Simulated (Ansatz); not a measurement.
# C2H4BN: the cost of one run

Program: Ansatz 0.2.0. Level of theory: RKS r2SCAN-D4/STO-3G. These are calculated values, not measurements.

## 1. The system as given

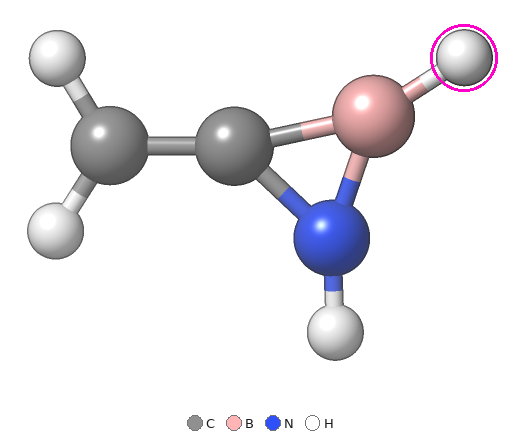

The starting structure, seen from a chosen angle (carbon grey, boron pink, nitrogen blue, hydrogen white). Ringed: H7.

As a file:

```xyz
8

C    -0.7181    1.2411   -0.1626
C     0.0620    0.1843   -0.1336
B     1.1416   -0.8541   -0.3064
N     0.0579   -1.0737    0.5045
H    -0.4614    2.0984   -0.7592
H    -1.6365    1.3001    0.4019
H     2.1112   -1.3482   -0.6820
H    -0.5567   -1.5479    1.1375
```

## 2. End point A

Contents of input.yaml:

```yaml
crystal:
  periodic: [false, false, false]
  atoms:
    - { symbol: C, position_ang: [-0.71815, 1.24115, -0.16262] }
    - { symbol: C, position_ang: [0.06199, 0.18426, -0.13355] }
    - { symbol: B, position_ang: [1.14164, -0.85411, -0.30643] }
    - { symbol: "N", position_ang: [0.05791, -1.07369, 0.50447] }
    - { symbol: H, position_ang: [-0.46143, 2.09842, -0.75924] }
    - { symbol: H, position_ang: [-1.63653, 1.30009, 0.40188] }
    - { symbol: H, position_ang: [2.11123, -1.34822, -0.68199] }
    - { symbol: H, position_ang: [-0.55666, -1.5479, 1.13747] }
basis:
  gaussian: { orbitals: STO-3G }
hamiltonian:
  xc: r2scan
  dispersion: d4
relax:
  f_tol: 0.02
  max_steps: 50
```

The run is started by

```sh
> ansatz run input.yaml --threads 1 --pin off --max-ram 2048MiB --backend cpu --events-out ev --progress --plain --runs-dir out
```

**Question.** How long does this run take on 1 thread of Arm Neoverse V2, shared host, and how much memory does it need?

About 11 s, with a peak of 0.13 GiB.
